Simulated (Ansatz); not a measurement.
**r2SCAN/STO-3G run of S2O (Disulfur monoxide)**

Aim: the energy change on altering one bond length of S2O (Disulfur monoxide) at r2SCAN/STO-3G, from 2 runs. 

The results are computed with Ansatz 0.2.0.

53 further runs of the same task are left out: 20 that didn't finish, 33 set aside as unsound or not needed.

## (1) The structure to begin with

S2O has 3 atoms, charge 0, and is taken as a singlet. As SMILES, `O=S=S`. The shape is that of a GFN2-xTB optimisation.

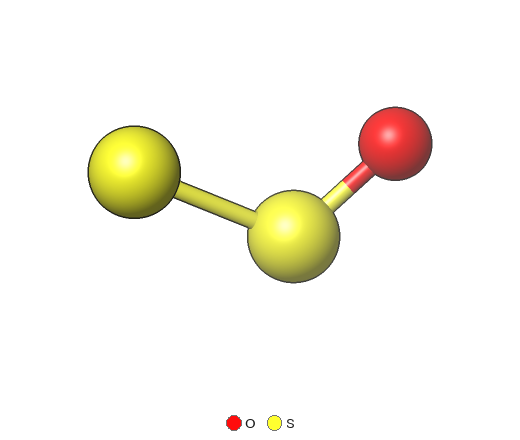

Viewed from a chosen angle; oxygen red, sulfur yellow.

## (2) A single-point energy at r2SCAN/STO-3G

File input.yaml:

```yaml
basis:
  gaussian:
    orbitals: STO-3G
crystal:
  periodic: [false, false, false]
  atoms:
    - {symbol: O, position_ang: [0.431370, 1.195520, 0.483120]}
    - {symbol: S, position_ang: [0.559470, -0.210460, 0.159300]}
    - {symbol: S, position_ang: [-0.990830, -0.985060, -0.642420]}
hamiltonian:
  xc: r2scan
accuracy: high
```

Command:

```bash
$ ansatz run input.yaml --threads 1 --pin off --max-ram 2610MiB --events-out events.jsonl --progress --plain --runs-dir runs
```

What it wrote:

```text
Warning: RAYON_NUM_THREADS=1 ignored (pool sized by the plan → 1); use --threads N
Functional definition: r2SCAN
  name "r2SCAN"
  parameter k0 = 0.174
  parameter k1 = 0.065
  parameter a1 = 4.9479
  exchange = r2scan_x(k0 = k0, k1 = k1, a1 = a1)
  correlation = r2scan_c
411 factors; integrals over basis functions are off by at most 2.6e-8 eV
mean field evaluation 1: about -23439.0055 eV, gradient 3.9e1 eV
mean field evaluation 2: about -23420.5050 eV, gradient 8.9e1 eV
mean field evaluation 4: about -23441.9234 eV, gradient 2.8e1 eV
mean field evaluation 8: about -23444.4612 eV, gradient 1.4e-1 eV
mean field evaluation 16: about -23444.4385 eV, gradient 1.4e-6 eV
mean field -23444.43850820 eV, -861.5672239652 hartree, gradient 1.8e-8 eV, S^2 0.000000; 0 other end points of the search recorded, 0 dependent functions left out
reference -23444.43850840 eV, -861.5672239727 hartree; 20, 20 occupied and 3, 3 virtual orbitals, 411 factors
Total energy: -23444.43850840 eV, -861.5672239727 hartree
```

Run time: 2.9 s. Hardware: 1 thread of Arm Neoverse V1, shared host; peak memory 0.13 GiB.

## (3) The distorted shape at the same level

File molecule.yaml:

```yaml
crystal:
  periodic: [false, false, false]
  atoms:
    - {symbol: O, position_ang: [0.818965, 1.389180, 0.683561]}
    - {symbol: S, position_ang: [0.947065, -0.016800, 0.359741]}
    - {symbol: S, position_ang: [-0.990830, -0.985060, -0.642420]}
basis:
  gaussian: {orbitals: STO-3G}
accuracy: high
hamiltonian: {xc: {name: r2SCAN}}
```

Command:

```bash
$ ansatz run molecule.yaml --threads 1 --pin off --max-ram 2610MiB --events-out events.jsonl --progress --plain --runs-dir runs
```

What it wrote (excerpt; [...] marks lines left out):

```text
Warning: RAYON_NUM_THREADS=1 ignored (pool sized by the plan → 1); use --threads N
[... 7 set-up lines as earlier in the session ...]
398 factors; integrals over basis functions are off by at most 2.5e-8 eV
mean field evaluation 1: about -23433.2187 eV, gradient 4.4e1 eV
mean field evaluation 2: about -23291.7800 eV, gradient 8.7e1 eV
mean field evaluation 4: about -23423.7265 eV, gradient 7.5e1 eV
mean field evaluation 8: about -23443.6285 eV, gradient 1.1e-1 eV
mean field evaluation 16: about -23440.2563 eV, gradient 1.5e1 eV
mean field evaluation 32: about -23440.2563 eV, gradient 1.5e1 eV
mean field -23443.62857508 eV, -861.5374594722 hartree, gradient 1.5e-8 eV, S^2 0.000000; 3 other end points of the search recorded, 0 dependent functions left out
reference -23443.62857530 eV, -861.5374594801 hartree; 20, 20 occupied and 3, 3 virtual orbitals, 398 factors
Total energy: -23443.62857530 eV, -861.5374594801 hartree
```

Run time: 6 s. Hardware: 1 thread of Arm Neoverse V1, shared host; peak memory 0.13 GiB.

## (4) Results

At r2SCAN/STO-3G:

```
                                                         quantity          value
                                        first shape: total energy  -861.56722 Eh
                                    distorted shape: total energy  -861.53746 Eh
energy change with the S2–S3 bond stretched from 1.909 to 2.387 Å       0.810 eV
```

With the S2–S3 bond stretched from 1.909 to 2.387 Å the energy rises by 0.81 eV (78.1 kJ/mol). The first shape isn't relaxed at this level, so the change isn't measured from a minimum. The minimal basis adds a large error of its own.
